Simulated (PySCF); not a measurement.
# CH6ClSi2 (SMILES C[Si]([SiH3])Cl) at 6 levels

Aim: a comparison of 6 runs (U-r2SCAN/def2-SVP, UBLYP/def2-SVP, UM06-L/def2-SVP, USVWN5/def2-SVP, UTPSS/def2-SVP, UCCSD(T)/def2-SVP) of CH6ClSi2. Input form: a Python script.

The calculation is run with PySCF 2.14.0.

### Step 1. The system as given

The species is CH6ClSi2 (10 atoms), meant as a doublet with charge 0. As SMILES, `C[Si]([SiH3])Cl`. The coordinates come from a PBE0-D4/def2-TZVP relaxation.

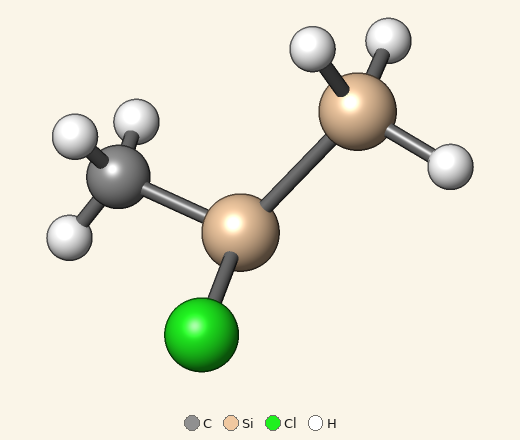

The structure, seen from a chosen angle (carbon grey, silicon light orange, chlorine green, hydrogen white).

### Step 2. A single-point energy at U-r2SCAN/def2-SVP (run 1)

job.py

```python
from pyscf import gto, dft

molecule = gto.Mole()
molecule.atom = [
    ('C', (-0.817600, 1.375900, -0.759000)),
    ('Si', (-0.393400, -0.447400, -0.745400)),
    ('Si', (1.253500, -1.073900, 0.791400)),
    ('Cl', (-2.123100, -1.512600, -0.330000)),
    ('H', (0.078700, 1.966200, -0.965000)),
    ('H', (-1.223500, 1.680800, 0.209700)),
    ('H', (-1.561600, 1.592100, -1.528300)),
    ('H', (1.490500, -2.535600, 0.676400)),
    ('H', (0.871400, -0.750900, 2.195100)),
    ('H', (2.508200, -0.345800, 0.457800)),
]
molecule.basis = 'def2-svp'
molecule.verbose = 3
molecule.max_memory = 1860
molecule.spin = 1
molecule.charge = 0
molecule.build()

mf = dft.UKS(molecule)
mf.xc = 'r2scan'
mf.conv_tol = 1e-10
mf.grids.level = 5
mf.kernel()
if not mf.converged:
    mf = mf.newton().run(mf.mo_coeff, mf.mo_occ)

energy = mf.e_tot
print('Final energy', energy)
```

Started as:

```
$ OMP_NUM_THREADS=1 python job.py
```

Log:

```text
<dir> SyntaxWarning: invalid escape sequence '\W'
  S = {(paw_set(r)[0], bool(re.search(r"spin_orbit\W+true|paw_fr", str((r.get("files") or {}).get("input") or "")) or re.search("(?i)spin.orbit\W+(value\W+)?(true|yes)|value\W+spin-orbit", json.dumps(r.get("inputs"), default=str)))) for r in records}

WARN: HOMO -0.175204469250067 >= LUMO -0.175204469250068

converged SCF energy = -1080.44686082581  <S^2> = 0.75405088  2S+1 = 2.0040468
Final energy -1080.4468608258053
```

Wall time 2.1 min (1 thread of Arm Neoverse V1, shared host); peak memory 0.56 GiB.

### Step 3. The energy at UBLYP/def2-SVP (run 2)

calc.py

```python
from pyscf import gto, dft

mol = gto.Mole()
mol.atom = '''
C       -0.817600       1.375900      -0.759000
Si      -0.393400      -0.447400      -0.745400
Si       1.253500      -1.073900       0.791400
Cl      -2.123100      -1.512600      -0.330000
H        0.078700       1.966200      -0.965000
H       -1.223500       1.680800       0.209700
H       -1.561600       1.592100      -1.528300
H        1.490500      -2.535600       0.676400
H        0.871400      -0.750900       2.195100
H        2.508200      -0.345800       0.457800
'''
mol.basis = 'def2-svp'
mol.max_memory = 1860
mol.verbose = 3
mol.charge = 0
mol.spin = 1
mol.build()

calc0 = dft.UKS(mol)
calc0.xc = 'blyp'
calc0.conv_tol = 1e-10
calc0.grids.level = 5
calc0.kernel()
if not calc0.converged:
    calc0 = calc0.newton().run(calc0.mo_coeff, calc0.mo_occ)

e_final = calc0.e_tot
print('E(%s) = %.9f' % ('BLYP', e_final))
```

Started as:

```
$ OMP_NUM_THREADS=1 python calc.py
```

Log:

```text
<dir> SyntaxWarning: invalid escape sequence '\W'
  S = {(paw_set(r)[0], bool(re.search(r"spin_orbit\W+true|paw_fr", str((r.get("files") or {}).get("input") or "")) or re.search("(?i)spin.orbit\W+(value\W+)?(true|yes)|value\W+spin-orbit", json.dumps(r.get("inputs"), default=str)))) for r in records}

WARN: HOMO -0.165326372096763 >= LUMO -0.165326372096764

converged SCF energy = -1080.49628155062  <S^2> = 0.75158369  2S+1 = 2.0015831
E(BLYP) = -1080.496281551
```

Run time: 63 s. Hardware: 1 thread of Arm Neoverse V1, shared host; peak memory 0.54 GiB.

Runs 3 to 5 aren't shown in full; the table further down has their settings and results.

### Step 4. The energy at UCCSD(T)/def2-SVP (run 6)

calc.py

```python
# C[Si]([SiH3])Cl
from pyscf import gto, scf, cc

mol = gto.M(
    atom='''
C     -0.817600     1.375900    -0.759000
Si    -0.393400    -0.447400    -0.745400
Si     1.253500    -1.073900     0.791400
Cl    -2.123100    -1.512600    -0.330000
H      0.078700     1.966200    -0.965000
H     -1.223500     1.680800     0.209700
H     -1.561600     1.592100    -1.528300
H      1.490500    -2.535600     0.676400
H      0.871400    -0.750900     2.195100
H      2.508200    -0.345800     0.457800
''',
    basis='def2-svp',
    spin=1,
    verbose=3,
    max_memory=1860,
)

mf = scf.UHF(mol)
mf.conv_tol = 1e-10
mf.kernel()
if not mf.converged:
    mf = mf.newton().run(mf.mo_coeff, mf.mo_occ)

mycc = cc.CCSD(mf, frozen=16)
mycc.kernel()
e_t = mycc.ccsd_t()
e_tot = mycc.e_tot + e_t
print('E = %.10f Eh' % e_tot)
```

Started as:

```
$ OMP_NUM_THREADS=1 python calc.py
```

Log:

```text
<dir> SyntaxWarning: invalid escape sequence '\W'
  S = {(paw_set(r)[0], bool(re.search(r"spin_orbit\W+true|paw_fr", str((r.get("files") or {}).get("input") or "")) or re.search("(?i)spin.orbit\W+(value\W+)?(true|yes)|value\W+spin-orbit", json.dumps(r.get("inputs"), default=str)))) for r in records}

converged SCF energy = -1078.38948536413  <S^2> = 0.7562094  2S+1 = 2.0061998
E(UCCSD) = -1078.909030305468  E_corr = -0.5195449413410183
UCCSD(T) correction = -0.0137693232261252
E = -1078.9227996287 Eh
```

It took 4.2 min on 1 thread of Arm Neoverse V1, shared host; peak memory 2 GiB.

### Step 5. The series

| run | level | integration grid | frozen core orbitals | energy (Eh) | dipole moment (D) of the reference | HOMO energy (eV) | LUMO energy (eV) | wall time |
| --- | --- | --- | --- | --- | --- | --- | --- | --- |
| 1 | U-r2SCAN/def2-SVP | 5 | – | -1080.446861 | 1.76 | -5.12 | -2.96 | 2.1 min |
| 2 | UBLYP/def2-SVP | 5 | – | -1080.496282 | 1.53 | -4.46 | -3.24 | 63 s |
| 3 | UM06-L/def2-SVP | 5 | – | -1080.549682 | 1.79 | -4.94 | -3.35 | 2.1 min |
| 4 | USVWN5/def2-SVP | 5 | – | -1076.339727 | 1.64 | -4.65 | -3.63 | 32 s |
| 5 | UTPSS/def2-SVP | 5 | – | -1080.635573 | 1.69 | -4.95 | -3.25 | 2.3 min |
| 6 | UCCSD(T)/def2-SVP | – | 16 | -1078.922800 | 1.94 | -8.60 | 1.21 | 4.2 min |

### Step 6. Results

| quantity | value |
| --- | --- |
| run 6: total energy | -1078.92280 Eh |
| run 6: dipole moment (Hartree–Fock density) | 1.94 D |
| run 6: HOMO energy (Hartree–Fock orbitals) (highest over α and β) | -8.60 eV |
| run 6: LUMO energy (Hartree–Fock orbitals) (lowest over α and β) | 1.21 eV |
| run 6: correlation energy (16 core orbitals frozen) | -533.3 mEh |
| run 6: (T) correction | -13.77 mEh |
| run 6: ⟨S²⟩ of the reference determinant | 0.756 |
| run 6: T1 diagnostic | 0.012 |

**Reading.** Over runs 1, 2, 3, 4, 5 the dipole moment (its size) runs from 1.53 D (UBLYP/def2-SVP) to 1.79 D (UM06-L/def2-SVP). Totals of different functionals can't be ranked against each other. All runs together took 12 min, the longest 4.2 min.
